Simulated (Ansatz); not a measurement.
# Lattice dynamics of PtC (model cell, started as NiAs type), part 2 of 2

Wanted: phonon frequencies of PtC (model cell, started as NiAs type) and what follows from them.

Ansatz 0.2.0; DFT PBEsol, scalar-relativistic, plane waves, PAW.

So far. Step 4 (Tight relaxation): The forces vanish by symmetry and the pressure is 0.000 GPa, within the tolerances set. The cell now holds 10.90 Å³/atom. The relaxed cell has a = 3.115, c = 5.187 Å (conventional setting).

The structure was built from a prototype and need not be the compound's stable phase.

**5. Response at finite wavevector**

Stability and thermal properties need the whole zone. Linear response on a 3×3×2 q mesh gives force constants as far as a supercell of that size would.

Contents of input.yaml:

```yaml
crystal:
  lattice:
    - [3.1153338582, -3.085e-06, 0.0]
    - [-1.5576642574, 2.697959805, 0.0]
    - [0.0, 0.0, 5.186655658]
  atoms:
    - { symbol: Pt, position: [0.0, 0.0, 0.0] }
    - { symbol: Pt, position: [0.0, 0.0, 0.5] }
    - { symbol: C, position: [0.3333333333, 0.6666666667, 0.25] }
    - { symbol: C, position: [0.6666666667, 0.3333333333, 0.75] }
kpoints:
  mp_grid: { grid: [15, 15, 8] }
hamiltonian:
  xc: pbesol
scf:
  occupations: { method: methfessel_paxton, width: 0.15 }
output:
  eigenvalues: true
phonons:
  method: dfpt
  qmesh: [3, 3, 2]
  temperatures: { t_max: 1000, t_step: 50 }
  qpath:
    path:
      - [[0.0, 0.0, 0.0], [0.5, 0.0, 0.0], [0.33333333, 0.33333333, 0.0], [0.0, 0.0, 0.0], [0.0, 0.0, 0.5], [0.5, 0.0, 0.5], [0.33333333, 0.33333333, 0.5], [0.0, 0.0, 0.5]]
      - [[0.5, 0.0, 0.5], [0.5, 0.0, 0.0]]
      - [[0.33333333, 0.33333333, 0.5], [0.33333333, 0.33333333, 0.0]]
    npoints: 10
```

The run is started by

```console
> ansatz run input.yaml --threads 4 --pin off --max-ram 7168MiB --backend cpu --events-out ev --progress --plain --runs-dir out
```

Numbers of over 12 decimals in the logs are rounded to 6 here.

What it wrote:

```text
Warning: phonons: the dynamical matrix that this run interpolates holds no multipole term above the dipole-dipole one, and a site of this crystal is no centre of inversion, so its interpolated transverse optical and acoustic branches and sound speeds can stay off near Gamma, and the density of states and the thermodynamics with them. What a run solves at a wave vector of phonons.qpoints, Gamma apart, where the deck admits one, is free of this, and under fd what a larger phonons.supercell samples
[...]
Crystal: 4 atoms, lattice volume = 43.594 Å³
Basis set: ecut = 420 eV, 869 PW (Γ), exchange–correlation on 48×48×72 points (8 copies of the dense FFT grid, shifted against one another)
Bands: 27, of which v1, the nominal top of the filled ones, is band 22 counted from 1 (21 counted from 0)
Symmetry: 24 space group operations
k-points: 135 of 1800
[...]
SCF iter   1: F=—  HF=-25256.142920 eV  |F-HF|=—  |Δ(HF+E_count)|=         —  Δρ=8.73e-3  dr2=2.01e-2  ethr=1.77e-3  ⟨swp⟩=5.2  Hψ=14246  notcnv=0
[...]
SCF iter   9: F=-25256.138450 eV  HF=-25256.138450 eV  |F-HF|=1.46e-11  |Δ(HF+E_count)|=  1.46e-11  S|Δr|=    0.00e0  Δρ=6.80e-8  dr2=1.84e-12  ethr=1.00e-12  ⟨swp⟩=7.3  Hψ=16154  notcnv=0
SCF 1 converged in 9 iterations: F = -25256.138450 eV  dr2 = 1.84e-12
[...]
SCF iter   4: F=-25256.138450 eV  HF=-25256.138450 eV  |F-HF|=1.09e-11  |Δ(HF+E_count)|=  1.09e-11  S|Δr|=    0.00e0  Δρ=8.16e-8  dr2=2.88e-12  ethr=1.00e-12  ⟨swp⟩=2.0  Hψ=7159  notcnv=0
SCF 2 converged in 4 iterations: F = -25256.138450 eV  dr2 = 2.88e-12
phonons: the bands overlap, so this run is a metal and interpolates without the dipole-dipole term. If the crystal is really an insulator or semiconductor, its LO-TO splitting is missing
NSCF: frozen V_eff on 135 k-points
[...]
DFPT response loops at q = (0, 0, 0) (fractional): preconditioner auto → Kerker (q_TF=auto, 2.733 Å⁻¹) (partly filled bands, converged f_vac=0.000); β = 1.00, the filter's whole step (`scf.mixing.beta` (0.50) is not read by the response loops under this deck's `scf.mixing.preconditioner`; to damp them name `kerker` or `kerker_dos`, under which they read `scf.mixing.beta`, and type it under 1.00, their step now; both keys bind the ground state too); Broyden in place of MSR1
[...]
SCF converged after 9 iterations
[...]
Free energy (F): -25256.138450 eV
[...]
Internal energy: -25256.136137 eV  (E = F + TS)
E sigma→0 (E₀):  -25256.137872 eV
Entropy (-TS):   -0.002313 eV (-0.578 meV/atom)
Fermi energy:    20.019306 eV
[...]
--- Band table (eV; the first three rows and the last of 135) ---
  k-point 0: bands = [... 18 lower, 17.9532, 17.9532, 19.6326, 19.7181, 19.7181, 21.1298, 25.1183, 25.1183, ... 1 higher]
  k-point 1: bands = [... 18 lower, 17.6861, 17.6861, 19.4282, 20.1173, 20.1173, 20.7172, 24.9520, 24.9520, ... 1 higher]
  k-point 2: bands = [... 18 lower, 17.2013, 17.2013, 18.9443, 19.8068, 20.9522, 20.9522, 24.4788, 24.4788, ... 1 higher]
  k-point 134: bands = [... 18 lower, 17.4990, 17.4990, 19.7846, 19.7846, 19.8784, 19.8784, 24.8407, 24.8407, ... 1 higher]
--- Phonons (Γ-DFPT): 4 representative perturbations + reference (Σ response iterations 14) ---
  ASR residual: 6.567e-5 → 0.000e0 eV/Å²; symmetrization residual: 9.534e-7 eV/Å²
  ASR residual per site (eV/Å²): 6.57e-5 6.57e-5 1.78e-5 1.78e-5
  Γ frequencies (cm⁻¹): -341.61 -23.74 -23.74 0.00 0.00 0.00 203.15 387.56 387.56 437.86 437.86 504.71
--- Phonons (arbitrary-q DFPT): 6 irreducible q on the 3×3×2 mesh ---
  q = [0.0000, 0.0000, 0.0000] (star 1, of the zone-centre solve; hermiticity 9.56e-8, symmetrization 2.77e-8): -341.61 -23.74 -23.74 -0.00 -0.00 0.00 203.15 387.56 387.56 437.86 437.86 504.71
  q = [0.0000, 0.0000, -0.5000] (star 1, 4 solved perturbations in 1793 linear systems a pass and spin channel, the states on 901 of 1800 k-point pairs; hermiticity 1.87e-7, symmetrization 6.65e-8): -31.60 -31.60 -31.60 -31.60 64.00 64.00 215.85 215.85 418.96 418.96 418.96 418.96
[...]
sum rule: each row above includes the acoustic sum rule's correction from the zone centre's row sums; it moved no ω² by more than (0.64 cm⁻¹)²
  mesh force constants: q→R imaginary residual 1.15e-16; ASR residual 6.567e-5 → 0.000e0 eV/Å²; symmetrization residual 1.066e-14 eV/Å²
  interpolated dispersion: 93 rows × 12 modes
  density of states and harmonic sums: on the 24×24×12 q-mesh, interpolated from the force constants of a 3×3×2 supercell (no non-analytic term)
  largest difference from the sums on the solved wave vectors: F 1.29e-2 eV, S 2.53e-5 and C_V 1.43e-5 eV/K
  zero-point energy: 0.174913 eV/cell   skipped modes (ω ≤ 0): 583, of them read as no rigid motion or as one in doubt: 580 (1.255e0 modes/cell left out, lowest -341.61 cm⁻¹)   left out of the sums: 1.05e-1 of the cell's modes: C_V's classical limit lies that fraction below 3 k_B per atom; for a crystal, a wire or a layer, F and S can be off by more, and a phonons.interpolated_qmesh denser along its periods is the remedy for the sampling
```

The job ended after 16 min (4 threads of Intel Xeon 6975P-C (Granite Rapids), shared host; peak memory 4.5 GiB).

Numbers from this step:

| Quantity | Value |
| --- | --- |
| sum-rule residual before enforcement | 6.57e-5 eV/Å² |
| lowest frequency on the path | -341.6 cm⁻¹ |
| point group | 6/mmm |
| highest frequency on the path or at a solved wavevector | 569 cm⁻¹ |
| highest optical mode at the zone centre (no LO-TO term) | 504.7 cm⁻¹ |
| lowest optical zone-centre mode | -341.6 cm⁻¹ |
| lowest mode on the q mesh (acoustic modes at Γ apart) | -341.6 cm⁻¹ |

Frequencies (cm⁻¹) solved at each irreducible wavevector; negative means imaginary. Frequencies by wavevector, by row:

```csv
q in reciprocal lattice units,star,mode 1,mode 2,mode 3,mode 4,mode 10,mode 11,mode 12
0 0 0,1,-341.6,-23.7,-23.7,0,437.9,437.9,504.7
0 0 -0.5,1,-31.6,-31.6,-31.6,-31.6,419,419,419
0 0.3333 0,6,-122.8,66.6,73,76.5,451.4,478.1,526.9
0 0.3333 -0.5,6,44.1,44.1,53.4,53.4,434.2,533.4,533.4
0.3333 0.3333 0,2,-53.8,-53.8,40.4,129.6,471.1,471.1,559.5
0.3333 0.3333 -0.5,2,108.8,108.8,111.1,111.1,477.2,544.9,544.9
```

Interpolated from a 3×3×2 q mesh. The phonon branches at the labelled points (cm⁻¹):

```csv
point,branch 1,branch 2,branch 3,branch 4,branch 9,branch 10,branch 11,branch 12
Γ,-342,-24,-24,0,388,438,438,505
M,-231,-39,76,85,429,435,486,569
K,-54,-54,40,130,396,471,471,560
Γ,-342,-24,-24,0,388,438,438,505
A,-32,-32,-32,-32,419,419,419,419
L,63,63,111,111,441,441,546,546
H,109,109,111,111,477,477,545,545
A,-32,-32,-32,-32,419,419,419,419
jump to L,63,63,111,111,441,441,546,546
M,-231,-39,76,85,429,435,486,569
jump to H,109,109,111,111,477,477,545,545
K,-54,-54,40,130,396,471,471,560
```

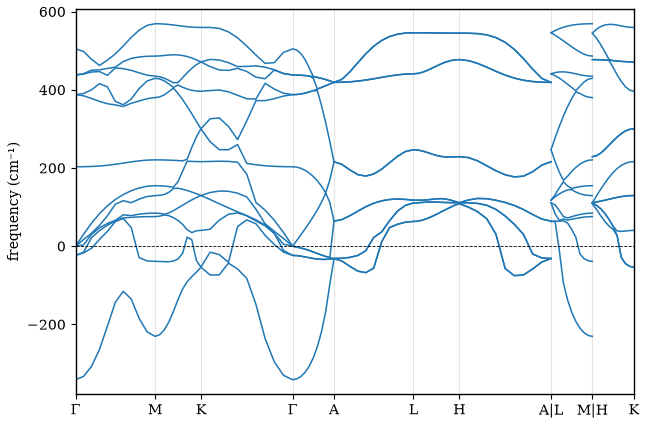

Phonon branches along the path.

The phonon density of states has structure finer than the step of the table below, so its rows give means over 50 cm⁻¹, whole bins alone (the curve runs from -345 to 575 cm⁻¹). Peaks (cm⁻¹: height): 75.0: 0.0667, 135.0: 0.0397, 205.0: 0.0268, 445.0: 0.0409.

Tetrahedra on a 24×24×12 mesh, mean over bins of 10 cm-1. Interpolated from a 3×3×2 q mesh. Phonon density of states against wavenumber; means over each step:

```csv
wavenumber (cm⁻¹),phonon density of states (1/cm⁻¹/cell)
-300,4.8e-4
-250,7.9e-4
-200,0.00178
-150,0.00291
-100,0.00513
-50,0.00800
0,0.0111
50,0.0347
100,0.0292
150,0.0257
200,0.0204
250,0.00613
300,0.00538
350,0.00682
400,0.0165
450,0.0305
500,0.0186
550,0.0157
```

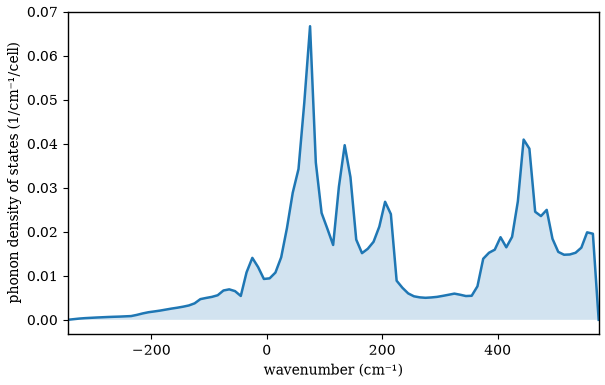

Phonon density of states, plotted against wavenumber.

The partial phonon density of states has structure finer than the step of the table below, so its rows give means over 50 cm⁻¹, whole bins alone (the curve runs from -352 to 596 cm⁻¹). Peaks (cm⁻¹: height): C 446.7: 0.0388, 559.9: 0.0200; Pt -24.0: 0.0128, 71.4: 0.0561, 130.9: 0.0343, 208.4: 0.0180.

Phonopy on the run's constants, 21x21x11 mesh, Gaussian sigma 6.8 cm-1. Interpolated from a 3×3×2 q mesh. Partial phonon density of states against wavenumber; means over each step; values in 1/cm⁻¹/cell:

```csv
wavenumber (cm⁻¹),C,Pt
-300,4.6e-4,3.7e-5
-250,7.6e-4,9.0e-5
-200,0.00158,3.0e-4
-150,0.00190,7.4e-4
-100,0.00241,0.00293
-50,0.00140,0.00731
0,5.5e-4,0.00917
50,0.00149,0.0334
100,0.00174,0.0282
150,0.00340,0.0223
200,0.00640,0.0135
250,0.00538,0.00101
300,0.00513,2.3e-4
350,0.00674,1.4e-4
400,0.0165,2.4e-4
450,0.0301,2.0e-4
500,0.0183,1.5e-4
550,0.0153,5.5e-5
```

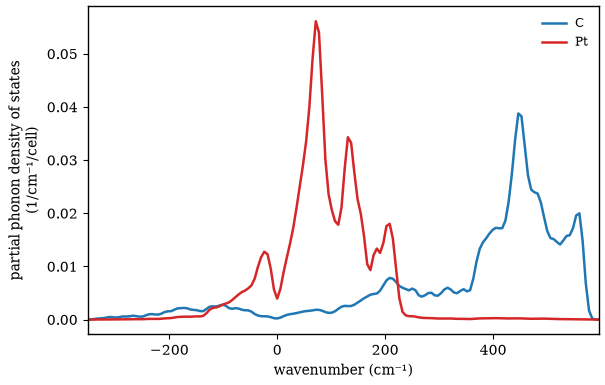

Partial phonon density of states against wavenumber.

Symmetry leaves 6 wavevectors to solve. The lowest mode among them, the acoustic zeros apart, lies at Γ and is imaginary, 341.6i cm⁻¹, so the energy falls along it.

**6. Isotope substitution**

An isotope changes the mass and not the force constants, so no new electronic calculation is needed; the shifts show which modes move this element.

The same force constants with the mass of C changed from 12.011 to 13.003 u (phonopy, no LO-TO term). Both lists are sorted by frequency; levels can cross, so a row need not hold one and the same mode. Modes under 3 cm⁻¹ are left out. Isotope shifts, by row, the first 40 of 45 rows:

```csv
q,rank,natural mass (cm⁻¹),changed mass (cm⁻¹)
0 0 0,1,-341.6,-329.1
0 0 0,2,-23.74,-23.74
0 0 0,3,-23.74,-23.74
0 0 0,7,203.2,203.2
0 0 0,8,387.6,373.4
0 0 0,9,387.6,373.4
0 0 0,10,437.9,420.8
0 0 0,11,437.9,420.8
0 0 0,12,504.7,485.1
0 0 -0.5,1,-31.6,-31.58
0 0 -0.5,2,-31.6,-31.58
0 0 -0.5,3,-31.6,-31.58
0 0 -0.5,4,-31.6,-31.58
0 0 -0.5,5,64,63.44
0 0 -0.5,6,64,63.44
0 0 -0.5,7,215.8,209.3
0 0 -0.5,8,215.8,209.3
0 0 -0.5,9,419,402.9
0 0 -0.5,10,419,402.9
0 0 -0.5,11,419,402.9
0 0 -0.5,12,419,402.9
0 0.3333 0,1,-122.8,-120.5
0 0.3333 0,2,66.57,66
0 0.3333 0,3,73.02,73
0 0.3333 0,4,76.52,76.52
0 0.3333 0,5,109.5,108.1
0 0.3333 0,6,138.9,138.9
0 0.3333 0,7,214.6,214.5
0 0.3333 0,8,363.9,349.8
0 0.3333 0,9,367.9,353.8
0 0.3333 0,10,451.4,433.8
0 0.3333 0,11,478.1,459.8
0 0.3333 0,12,526.9,506.4
0 0.3333 -0.5,1,44.06,44.04
0 0.3333 -0.5,2,44.06,44.04
0 0.3333 -0.5,3,53.4,52.82
0 0.3333 -0.5,4,53.4,52.82
0 0.3333 -0.5,5,118.5,118.3
0 0.3333 -0.5,6,118.5,118.3
0 0.3333 -0.5,7,207.7,202
```

A mode of this element alone would shift by -3.89 %. The highest zone-centre frequency without the field goes from 504.7 to 485.1 cm⁻¹ (-3.9 %).

**7. Summary of results**

* space group after relaxation (within 0.01 Å): P6_3/mmc
* volume per atom: 10.9 Å³
* electronic character: no gap on this mesh
* highest optical mode at the zone centre (no LO-TO term): 505 cm⁻¹
* lowest optical zone-centre mode: -342 cm⁻¹
* lowest mode on the q mesh (acoustic modes at Γ apart): -342 cm⁻¹
* highest frequency on the path or at a solved wavevector: 569 cm⁻¹
* imaginary modes on the 3×3×2 q mesh: yes

**Reading.** Modes are clearly imaginary (beyond 10i cm⁻¹) at 4 of the 6 irreducible wavevectors, most at Γ (341.6i cm⁻¹), so this structure is not a minimum of the energy. The optical modes at Γ span -342 to 505 cm⁻¹ (negative means imaginary). With no gap, or one that is small against the smearing, the frequencies hang on the k mesh and the smearing, most of all near Kohn anomalies. Spin-orbit coupling is left out, which can matter for the heavy elements here. The starting cell was built on a prototype and not taken from a measurement, so the phase need not exist. These are harmonic frequencies at zero temperature: anharmonic shifts, linewidths and thermal expansion are left out.

[Logs are printed without paths, hosts, clocks, repeated set-up lines and the standing remarks that a program may print on its own settings, such as how far it seeks lower states.]

[Hosts, paths, dates, database ids (printed as entryN), source tags and the programs' standing remarks are cut or masked in the printed files.]
